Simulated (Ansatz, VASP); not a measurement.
# Cross-check of Ir (Ir(110)) between VASP and Ansatz

One calculation is typed for both programs; each brings its own data sets and cutoff. How far apart do they land?

Main program and level: Ansatz 0.2.0; plane waves, with VASP 6.6.1 beside it; single point at PBE, single point at LDA and single point at PBE, spin-orbit coupling.

## (1) Starting point

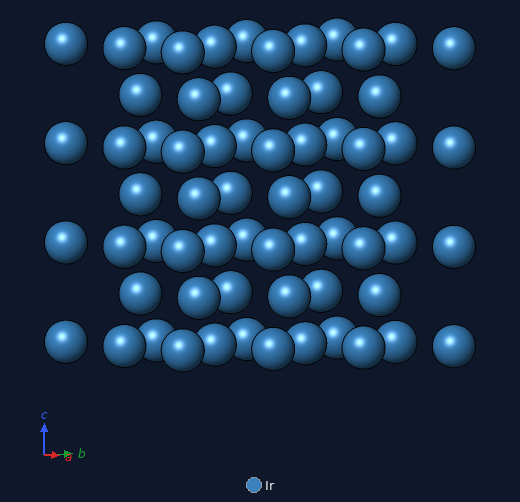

The starting structure, seen from the side, with the c axis up (iridium blue). 2×3×1 cells are drawn. Some periodic images of atoms are drawn too.

The cell holds 7 atoms: 7 Ir. Cell: a = 3.840 Å, b = 2.715 Å, c = 32.146 Å, α = 90.0°, β = 90.0°, γ = 90.0°. Vacuum lies along c.

## (2) VASP: single point, PBE

With cell and atoms fixed, the geometry can't cause a difference; cores, projectors, grids and the points listed under the comparison can.

Lines of VASP's logs that name or quote its potential files are left out, and so is its time.

Input file INCAR:

```
SYSTEM = Ir
PREC = Normal
ENCUT = 350
EDIFF = 1E-06
NELM = 120
ISMEAR = 1
SIGMA = 0.1
LREAL = .FALSE.
ALGO = Normal
GGA = PE
NBANDS = 39
LORBIT = 11
LWAVE = .FALSE.
LCHARG = .FALSE.
KPAR = 4
IDIPOL = 3
LDIPOL = .TRUE.
DIPOL = 0.5 0.5 0.5
LVHAR = .TRUE.
LVACPOTAV = .TRUE.
```

Input file POSCAR:

```
Ir
1.0
    3.8400000000      0.0000000000      0.0000000000
    0.0000000000      2.7152900398      0.0000000000
    0.0000000000      0.0000000000     32.1458701193
Ir
7
Direct
    0.0000000000      0.0000000000      0.3732983415
    0.5000000000      0.5000000000      0.4155322276
    0.0000000000      0.0000000000      0.4577661138
    0.5000000000      0.5000000000      0.5000000000
    0.0000000000      0.0000000000      0.5422338862
    0.5000000000      0.5000000000      0.5844677724
    0.0000000000      0.0000000000      0.6267016585
```

Input file KPOINTS:

```
Automatic mesh
0
Gamma
7 9 1
0 0 0
```

The projector-augmented-wave data sets are Ir (PBE family, release 64).

Run with:

```sh
$ mpirun -np 4 vasp_std
```

Numbers of over 12 decimals in the logs are rounded to 6 here.

What it wrote:

```text
[banner, memory and clock lines left out]
running    4 mpi-ranks, on    1 nodes
 distrk:  each k-point on    1 cores,    4 groups
 distr:  one band on    1 cores,    1 groups

 POSCAR found type information on POSCAR Ir
 POSCAR found :  1 types and       7 ions
 LDA part: xc-table for (Slater+PW92), standard interpolation
 POSCAR, INCAR and KPOINTS ok, starting setup
 FFT: planning ... GRIDC
 FFT: planning ... GRID_SOFT
 FFT: planning ... GRID
 WAVECAR not read
 entering main loop
       N       E                     dE             d eps       ncg     rms          rms(c)
DAV:   1     0.478964474869E+03    0.47896E+03   -0.20172E+04  1568   0.975E+02
DAV:   2    -0.117769169270E+02   -0.49074E+03   -0.45509E+03  1721   0.361E+02
DAV:   3    -0.587454335806E+02   -0.46969E+02   -0.42432E+02  2083   0.988E+01
DAV:   4    -0.617220978142E+02   -0.29767E+01   -0.27553E+01  2142   0.261E+01
DAV:   5    -0.618342905219E+02   -0.11219E+00   -0.10900E+00  2243   0.405E+00    0.349E+01
DAV:   6    -0.595860352591E+02    0.22483E+01   -0.10677E+01  2284   0.263E+01    0.202E+01
DAV:   7    -0.895247601055E+02   -0.29939E+02   -0.11806E+02  2711   0.104E+02    0.452E+01
DAV:   8    -0.676642949244E+02    0.21860E+02   -0.26671E+01  2550   0.432E+01    0.250E+01
DAV:   9    -0.604024473875E+02    0.72618E+01   -0.23364E+01  2481   0.490E+01    0.134E+01
DAV:  10    -0.579894695908E+02    0.24130E+01   -0.83296E+00  2522   0.233E+01    0.262E+00
DAV:  11    -0.580458701289E+02   -0.56401E-01   -0.10826E+00  2244   0.765E+00    0.254E+00
DAV:  12    -0.580055331981E+02    0.40337E-01   -0.14679E-01  2368   0.411E+00    0.178E+00
DAV:  13    -0.580028072545E+02    0.27259E-02   -0.15546E-02  2333   0.101E+00    0.139E+00
DAV:  14    -0.580116659703E+02   -0.88587E-02   -0.20210E-02  2422   0.128E+00    0.128E+00
[...]
DAV:  24    -0.580001359128E+02   -0.10099E-04   -0.92872E-07  1032   0.490E-03    0.854E-03
DAV:  25    -0.580001531772E+02   -0.17264E-04   -0.23274E-06  1165   0.112E-02    0.181E-03
DAV:  26    -0.580001585767E+02   -0.53995E-05   -0.75721E-07  1026   0.512E-03    0.154E-03
DAV:  27    -0.580001620747E+02   -0.34980E-05   -0.18710E-07   843   0.301E-03    0.197E-03
DAV:  28    -0.580001674198E+02   -0.53451E-05   -0.22768E-07   945   0.313E-03    0.161E-03
DAV:  29    -0.580001689984E+02   -0.15787E-05   -0.66620E-08   801   0.175E-03    0.233E-03
DAV:  30    -0.580001703355E+02   -0.13371E-05   -0.47257E-08   850   0.162E-03    0.131E-03
DAV:  31    -0.580001710418E+02   -0.70624E-06   -0.35599E-08   794   0.118E-03
|                                                                             |
|           W    W    AA    RRRRR   N    N  II  N    N   GGGG   !!!           |
|           W    W   A  A   R    R  NN   N  II  NN   N  G    G  !!!           |
|           W    W  A    A  R    R  N N  N  II  N N  N  G       !!!           |
|           W WW W  AAAAAA  RRRRR   N  N N  II  N  N N  G  GGG   !            |
|           WW  WW  A    A  R   R   N   NN  II  N   NN  G    G                |
|           W    W  A    A  R    R  N    N  II  N    N   GGGG   !!!           |
|                                                                             |
|     Did not find any points to average over, which means that no vacuum     |
|     field-free region was found. Please increase the size of  your cell     |
|     in the dimension of the dipole correction to obtain accurate            |
|     workfunction values.                                                    |
|                                                                             |

   1 F= -.58000171E+02 E0= -.58001574E+02  d E =0.420853E-02
```

From OUTCAR (step 2):

```text
ion  position               nearest neighbor table
   1  0.000  0.000  0.373-   3 2.72   2 2.72   2 2.72   2 2.72   2 2.72
   2  0.500  0.500  0.416-   1 2.72   1 2.72   1 2.72   1 2.72   3 2.72   3 2.72   3 2.72   3 2.72
                             4 2.72
   3  0.000  0.000  0.458-   1 2.72   2 2.72   2 2.72   2 2.72   2 2.72   4 2.72   4 2.72   4 2.72
                             4 2.72   5 2.72
   4  0.500  0.500  0.500-   3 2.72   5 2.72   3 2.72   5 2.72   3 2.72   5 2.72   3 2.72   5 2.72
                             2 2.72   6 2.72
   5  0.000  0.000  0.542-   7 2.72   6 2.72   4 2.72   4 2.72   6 2.72   4 2.72   6 2.72   4 2.72
                             6 2.72   3 2.72
   6  0.500  0.500  0.584-   7 2.72   7 2.72   7 2.72   7 2.72   5 2.72   5 2.72   5 2.72   5 2.72
                             4 2.72
   7  0.000  0.000  0.627-   5 2.72   6 2.72   6 2.72   6 2.72   6 2.72

  LATTYP: Found a simple orthorhombic cell.
 ALAT       =     2.7152900398
 B/A-ratio  =     1.4142135624
 C/A-ratio  =    11.8388347647

 Subroutine GETGRP returns: Found  8 space group operations
 (whereof  8 operations were pure point group operations)

The static configuration has the point symmetry D_2h.

 Found     20 irreducible k-points:

   k-points           NKPTS =     20   k-points in BZ     NKDIM =     20   number of bands    NBANDS=     39

   dimension x,y,z NGX =    18 NGY =   12 NGZ =  150
   dimension x,y,z NGXF=    36 NGYF=   24 NGZF=  300

   ENCUT  =  350.0 eV  25.72 Ry    5.07 a.u.   5.86  4.14 49.04*2*pi/ulx,y,z

   NELECT =      63.0000    total number of electrons

 k-points in reciprocal lattice and weights: Automatic mesh
   0.00000000  0.00000000  0.00000000       0.016
   0.14285714  0.00000000  0.00000000       0.032
   0.28571429  0.00000000  0.00000000       0.032
   0.42857143  0.00000000  0.00000000       0.032
   0.00000000  0.11111111  0.00000000       0.032
   0.14285714  0.11111111  0.00000000       0.063
   0.28571429  0.11111111  0.00000000       0.063
   0.42857143  0.11111111  0.00000000       0.063
   0.00000000  0.22222222  0.00000000       0.032
[...]
0.28571429  0.44444444  0.00000000       0.063
   0.42857143  0.44444444  0.00000000       0.063

 dipolmoment           0.000000      0.000000     -0.000000 electrons x Angstroem

 average (electrostatic) potential at core
       1 -58.7214       2 -59.5525       3 -59.6413       4 -59.5375       5 -59.6413
       6 -59.5525       7 -58.7214

 E-fermi :  -0.5375

 k-point     1 :       0.0000    0.0000    0.0000
  band No.  band energies     occupation
    ...
     28      -1.6383      2.00000
     29      -1.4990      2.00000
     30      -1.3441      2.00000
     31      -1.1979      2.00000
     32      -1.0706      2.00000
     33      -0.4161     -0.07088
     34      -0.2666     -0.00086
     35      -0.0075     -0.00000
     36       0.0058     -0.00000
     37       0.2197     -0.00000
    ...

 k-point     2 :       0.1429    0.0000    0.0000
  band No.  band energies     occupation
    ...
     29      -1.4909      2.00000
     30      -1.3712      2.00000
     31      -0.9836      2.00000
     32      -0.8070      2.00093
     33      -0.6585      2.07084
     34      -0.3820     -0.05028
     35      -0.0370     -0.00000
     36       0.0824     -0.00000
     37       0.1129     -0.00000
     38       0.6253     -0.00000
    ...

 k-point     3 :       0.2857    0.0000    0.0000
  band No.  band energies     occupation
    ...
     29      -1.2437      2.00000
     30      -1.1326      2.00000
     31      -1.0498      2.00000
     32      -0.7871      2.00236
     33      -0.6742      2.06582
     34      -0.2950     -0.00321
     35      -0.1268     -0.00000
     36      -0.0368     -0.00000
     37       0.1557     -0.00000
     38       0.2091     -0.00000
    ...

  Total       -2.0947498     -2.3482300     -3.1132986      0.0000000      0.0000000      0.0000000
  in kB      -10.0131359    -11.2247990    -14.8819118      0.0000000      0.0000000      0.0000000
  external PRESSURE =     -12.0399489 kB  Pullay stress =       0.0000000 kB

  energy-cutoff  :      350.00
  volume of cell :      335.18
      direct lattice vectors                 reciprocal lattice vectors
     3.840000000  0.000000000  0.000000000     0.260416667  0.000000000  0.000000000
     0.000000000  2.715290040  0.000000000     0.000000000  0.368284782  0.000000000
     0.000000000  0.000000000 32.145870119     0.000000000  0.000000000  0.031108195

 POSITION                                       TOTAL-FORCE (eV/Angst)
 -----------------------------------------------------------------------------------
      0.00000      0.00000     12.00000         0.000000      0.000000      1.080296
      1.92000      1.35765     13.35765         0.000000      0.000000     -0.967562
      0.00000      0.00000     14.71529         0.000000      0.000000     -0.233824
      1.92000      1.35765     16.07294         0.000000      0.000000     -0.000000
      0.00000      0.00000     17.43058         0.000000      0.000000      0.233824
      1.92000      1.35765     18.78823         0.000000      0.000000      0.967562
      0.00000      0.00000     20.14587         0.000000      0.000000     -1.080296
 -----------------------------------------------------------------------------------
    total drift:                               -0.000000     -0.000000     -0.000000

  FREE ENERGIE OF THE ION-ELECTRON SYSTEM (eV)
  ---------------------------------------------------
  free  energy   TOTEN  =       -58.0001710418 eV

  energy  without entropy=      -58.0043795749  energy(sigma->0) =      -58.00157389

 vacuum level on the upper side and lower side of the slab         4.522         4.522

 total charge
# of ion       s       p       d       tot
------------------------------------------
    1        0.633   0.432   6.943   8.008
    2        0.666   0.697   6.903   8.266
    3        0.673   0.733   6.967   8.373
    4        0.673   0.726   6.994   8.393
    5        0.673   0.733   6.967   8.373
    6        0.666   0.697   6.903   8.266
    7        0.633   0.432   6.943   8.008
--------------------------------------------------
tot          4.618   4.448  48.621  57.688

[... 3 further parts left out ...]
```

## (3) Ansatz: single point, PBE

Ansatz runs on its default PAW (the set named soft_2) files.

The same cell, functional, mesh and smearing now go to Ansatz, which takes its cutoff from its data sets.

Input file input.yaml:

```yaml
crystal:
  lattice:
    - [3.84, 0.0, 0.0]
    - [0.0, 2.7152900398, 0.0]
    - [0.0, 0.0, 32.1458701193]
  atoms:
    - { symbol: Ir, position: [0.0, 0.0, 0.3732983415] }
    - { symbol: Ir, position: [0.5, 0.5, 0.4155322276] }
    - { symbol: Ir, position: [0.0, 0.0, 0.4577661138] }
    - { symbol: Ir, position: [0.5, 0.5, 0.5] }
    - { symbol: Ir, position: [0.0, 0.0, 0.5422338862] }
    - { symbol: Ir, position: [0.5, 0.5, 0.5844677724] }
    - { symbol: Ir, position: [0.0, 0.0, 0.6267016585] }
hamiltonian:
  xc: pbe
  pseudopotentials: { kind: paw }
kpoints:
  mp_grid: { grid: [7, 9, 1] }
scf:
  occupations: { method: methfessel_paxton, width: 0.1 }
  n_extra_bands: 5
efield:
  axis: 3
  dipole_correction: true
  ramp_width: 0.04
output:
  forces: true
  eigenvalues: true
  write_density: true
  write_potential: true
  elf: true
  volumetric_format: npy
```

Run with:

```sh
$ ansatz run input.yaml --threads 4 --pin off --max-ram 9216MiB --backend cpu --events-out ev --progress --plain --runs-dir out
```

What it wrote:

```text
scf.n_extra_bands = 5 over 60 filled bands (N_el = 119.0): the run solves 65 bands
Engine: ansatz 0.2.0, aarch64-unknown-linux-gnu
Pseudopotentials: kind: paw
Pseudopotential: Ir, paw, valence charge 17, recommended cutoff 420 eV (normal), Ir.paw.azcp
Functional definition: PBE
  parameter kappa = 0.804
  parameter beta = 0.066725
  exchange = pbe_x(kappa = kappa, mu = beta*pi^2/3)
  correlation = pbe_c(beta = beta)
Crystal: 7 atoms, lattice volume = 335.176 Å³
Basis set: ecut = 420 eV, 6583 PW (Γ), exchange–correlation on 54×40×432 points (8 copies of the dense FFT grid, shifted against one another)
Bands: 65, of which v1, the nominal top of the filled ones, is band 60 counted from 1 (59 counted from 0)
Symmetry: 4 space group operations
k-points: 20 of 63
Non-local potential: Ir, projectors of the file, l = 0: 3, l = 1: 2, l = 2: 2, l = 3: 1
PAW form: soft (Blöchl's): semilocal exchange-correlation on the pseudo side does not see the compensation charge
PAW one-centre angular grid: Ir, 590 points (default); XC on 64 Gauss nodes
Initial density: superposition of atomic densities (neutral atoms: chi_scale 0, normalization atom), corrected by the library's trained network
Initial wavefunctions: pseudopotential atomic-orbital guess
Functional: x = pbe(κ = 0.804, μ = 0.219515), c = pbe(β = 0.066725)
SCF iter   1: F=—  HF=-83543.245133 eV  |F-HF|=—  |Δ(HF+E_count)|=         —  Δρ=8.56e-3  dr2=1.75e0  ethr=1.77e-3  p=0.000 e·Å  D=2.61e-13 V/Å  ΔV_dip=-0.00 eV  dr2_dipole=4.05e-7  V_vac-E_F(+/−)=4.75/4.75 eV  ⟨swp⟩=8.0  Hψ=5902  notcnv=0
efield: sawtooth ramp at fractional position 0.9800 (placed from the atoms, in the widest stretch of the axis that holds none; the zero of the levels goes with the place), width 0.0400; the density the first Hamiltonian is built on has a dipole p = 0.000 e·Å; the dipole correction subtracts the counter field D = 2.61e-13 V/Å, which shifts the + side's vacuum level by -0.00 eV against the − side's; the planar-averaged density in the ramp window peaks in size at 3.0e-6 e/Å³
preconditioner: auto → LDOS  [metal: Δε(μ)=0.020 eV  Ē_g=4.355 eV  σ=0.100 eV  W_gap=0.16  n_scr=56 (ndim 8)  ℏωp=16.1 eV  f_vac=0.644  D(μ)=7.96/eV (n_scr^D=46)  β→1.0]
SCF iter   2: F=—  HF=-83543.212686 eV  |F-HF|=—  |Δ(HF+E_count)|=   3.24e-2  S|Δr|=    0.00e0  Δρ=3.49e-3  dr2=1.31e-1  ethr=1.47e-3  p=-0.000 e·Å  D=-1.27e-6 V/Å  ΔV_dip=0.00 eV  dr2_dipole=2.39e-6  V_vac-E_F(+/−)=5.10/5.10 eV  ⟨swp⟩=1.6  Hψ=1649  notcnv=0
SCF iter   3: F=—  HF=-83543.203891 eV  |F-HF|=—  |Δ(HF+E_count)|=   8.79e-3  S|Δr|=    0.00e0  Δρ=9.39e-4  dr2=1.82e-2  ethr=1.10e-4  p=0.000 e·Å  D=1.05e-6 V/Å  ΔV_dip=-0.00 eV  dr2_dipole=3.47e-7  V_vac-E_F(+/−)=5.02/5.02 eV  ⟨swp⟩=2.6  Hψ=1932  notcnv=0  defer=5
SCF iter   4: F=—  HF=-83543.203249 eV  |F-HF|=—  |Δ(HF+E_count)|=   6.42e-4  S|Δr|=    0.00e0  Δρ=3.51e-4  dr2=1.64e-3  ethr=1.53e-5  p=0.000 e·Å  D=1.78e-6 V/Å  ΔV_dip=-0.00 eV  dr2_dipole=1.16e-9  V_vac-E_F(+/−)=5.05/5.05 eV  ⟨swp⟩=2.1  Hψ=1755  notcnv=0  defer=5
SCF iter   5: F=—  HF=-83543.203160 eV  |F-HF|=—  |Δ(HF+E_count)|=   8.89e-5  S|Δr|=    0.00e0  Δρ=7.65e-5  dr2=2.72e-5  ethr=1.38e-6  p=0.000 e·Å  D=5.51e-7 V/Å  ΔV_dip=-0.00 eV  dr2_dipole=1.80e-10  V_vac-E_F(+/−)=5.06/5.06 eV  ⟨swp⟩=2.2  Hψ=1867  notcnv=0  defer=5
SCF iter   6: F=—  HF=-83543.203256 eV  |F-HF|=—  |Δ(HF+E_count)|=   9.61e-5  S|Δr|=    0.00e0  Δρ=3.01e-5  dr2=2.94e-6  ethr=2.28e-8  p=0.000 e·Å  D=2.13e-8 V/Å  ΔV_dip=-0.00 eV  dr2_dipole=2.37e-10  V_vac-E_F(+/−)=5.06/5.06 eV  ⟨swp⟩=3.2  Hψ=2917  notcnv=0  defer=3
SCF iter   7: F=—  HF=-83543.203257 eV  |F-HF|=—  |Δ(HF+E_count)|=   8.64e-7  S|Δr|=    0.00e0  Δρ=7.15e-6  dr2=4.64e-7  ethr=2.47e-9  p=-0.000 e·Å  D=-3.63e-8 V/Å  ΔV_dip=0.00 eV  dr2_dipole=1.45e-12  V_vac-E_F(+/−)=5.06/5.06 eV  ⟨swp⟩=2.8  Hψ=2566  notcnv=0  defer=3
SCF iter   8: F=-83543.203257 eV  HF=-83543.203257 eV  |F-HF|=2.30e-8  |Δ(HF+E_count)|=   1.78e-7  S|Δr|=    0.00e0  Δρ=3.11e-6  dr2=4.41e-8  ethr=8.40e-11  p=-0.000 e·Å  D=-1.39e-8 V/Å  ΔV_dip=0.00 eV  dr2_dipole=2.94e-14  V_vac-E_F(+/−)=5.06/5.06 eV  ⟨swp⟩=14.9  Hψ=11687  notcnv=0
SCF 1 converged in 8 iterations: F = -83543.203257 eV  dr2 = 4.41e-8
  greatest PAW one-centre occupation: 1.000 electrons in one spin orbital (limit 2), on the Ir atom at site 2 (counted from 0), in its partial waves of l = 0
WARN: The output density's exchange-correlation potential varies sharply where the density is thin. Do not read a vacuum level from v_tot or v_xc, or from such a field of the output density. On a cell that repeats whose density bears no net charge and no dipole along the vacuum's axis use v_es (v_loc + v_h of the components); under efield.dipole_correction with no amplitude use v_es + v_field, which holds any externa [...]
SCF converged after 8 iterations
Stability not checked: this state was not tested for a lower state beside it, because cold or Methfessel-Paxton smearing, or corrected tetrahedra, fill the levels in a way that the test cannot read (fill_not_monotonic; see scf.lower_state_search)
Free energy (F): -83543.203257 eV
Harris-Foulkes:  -83543.203257 eV  (|F-HF|=2.30e-8)
Internal energy: -83543.207372 eV  (E = F + TS)
E sigma→0 (E₀):  -83543.204286 eV
Entropy (-TS):   0.004114 eV (0.588 meV/atom)
Fermi energy:    4.026227 eV
Dipole field:    D = -0.000000 V/Å  (p = -0.000000 e·Å, saw-weighted, corrected)
Work function:   Φ+ = 5.0572 eV   Φ− = 5.0572 eV
Levels:          The Fermi level and band energies are counted from a zero that moves with the ramp; work functions are not
--- Per-component energies (eV) ---
  E_band       = -3119.783354
  E_kinetic    = 4351.694399
  E_local      = -334856.561024  (includes V_loc(G=0)·N_el)
  E_nonlocal   = 511.168674
  E_hartree    = 165294.548900
  E_xc         = -1869.253880
  E_vxc        = -2091.634199  (∫ρ·V_xc dr)
  E_paw        = -64564.097499  (= ΣΔE_a)
  E_vpaw       = -1623.631783  (= ΣTr[D̂ρ^β])
  E_aug_tail   = 0.000385  (compensation charges beyond the density's cutoff)
  E_efield     = 0.000000  (sawtooth field / dipole correction)
  E_vefield    = 0.000000  (∫n·V_field dr)
  E_ewald      = 147589.292673
  E_smearing   = 0.004114  (= −TS)
  E_closure    = -0.000000  (closes the sum)
  Σ components = -83543.203257   (vs F -83543.203257, Δ=0.00e0)
--- Forces (eV/Å), atoms counted from 1 ---
  atom   1  Ir     0.00000000     0.00000000     1.11527222
  atom   2  Ir     0.00000000    -0.00000000    -0.94741126
  atom   3  Ir     0.00000000    -0.00000000    -0.23204522
  atom   4  Ir     0.00000000    -0.00000000    -0.00000047
  atom   5  Ir     0.00000000     0.00000000     0.23204517
  atom   6  Ir     0.00000000     0.00000000     0.94741158
  atom   7  Ir     0.00000000    -0.00000000    -1.11527196
  max |Σ_I F_I| component: 5.11e-8 eV/Å
--- Band table (eV; the first three rows and the last of 20) ---
  k-point 0: bands = [... 56 lower, 3.0572, 3.2200, 3.3604, 3.4862, 4.1458, 4.3023, 4.5566, 4.5782, ... 1 higher]
  k-point 1: bands = [... 56 lower, 3.0766, 3.3783, 3.4700, 3.5217, 4.1075, 4.2258, 4.2826, 4.3545, ... 1 higher]
  k-point 2: bands = [... 56 lower, 3.2116, 3.3536, 3.4804, 3.6279, 3.9374, 4.0358, 4.3865, 4.6608, ... 1 higher]
  k-point 19: bands = [... 56 lower, 4.0582, 4.4476, 4.7228, 4.7613, 4.8362, 4.8594, 5.0723, 5.0893, ... 1 higher]
```

Run time: 15 s. Hardware: 4 threads of Arm Neoverse V2, shared host; peak memory 0.95 GiB.

## (4) Differences

Known differences besides the PAW data sets themselves: the data sets hold 119 valence electrons in Ansatz (default PAW (the set named soft_2) files) and 63 in VASP; the cutoff is 420 eV in Ansatz and 350 eV in VASP (PREC = Normal); VASP leaves aspherical gradient terms in its spheres out (LASPH is not set), Ansatz keeps them. Total energies have different zeros and are not compared.

Both answers:

```
                                   quantity  Ansatz  VASP  difference
 work function, lower of the two faces (eV)    5.06  5.06        0.00
work function, higher of the two faces (eV)    5.06  5.06        0.00
```

Forces (eV/Å; atoms numbered as in POSCAR):

```
atom        Ansatz x, y, z          VASP x, y, z
 Ir1   0.000, 0.000, 1.115   0.000, 0.000, 1.080
 Ir2  0.000, 0.000, -0.947  0.000, 0.000, -0.968
 Ir3  0.000, 0.000, -0.232  0.000, 0.000, -0.234
 Ir4   0.000, 0.000, 0.000   0.000, 0.000, 0.000
 Ir5   0.000, 0.000, 0.232   0.000, 0.000, 0.234
 Ir6   0.000, 0.000, 0.947   0.000, 0.000, 0.968
 Ir7  0.000, 0.000, -1.115  0.000, 0.000, -1.080
```

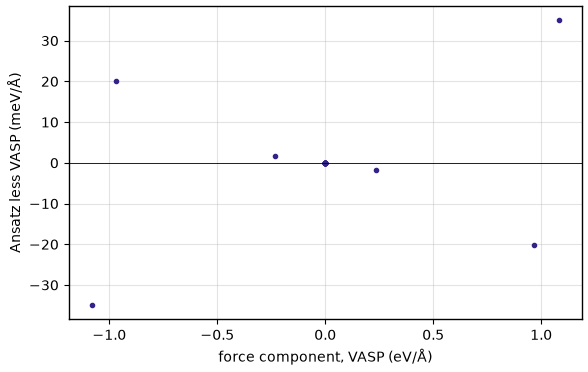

Difference of the force components against their size.

The forces differ by 12 meV/Å r.m.s., which is 2.8 % of the r.m.s. force of 0.45 eV/Å (both taken over all components).

(Part 1 of 2 ends here.)

[Lines on the potential files, build, host, timing and source positions are cut from VASP's logs without a mark.]

[Logs are printed without paths, hosts, clocks, repeated set-up lines and the standing remarks that a program may print on its own settings, such as how far it seeks lower states.]

[Hosts, paths, dates, database ids (printed as entryN), source tags and the programs' standing remarks are cut or masked in the printed files.]
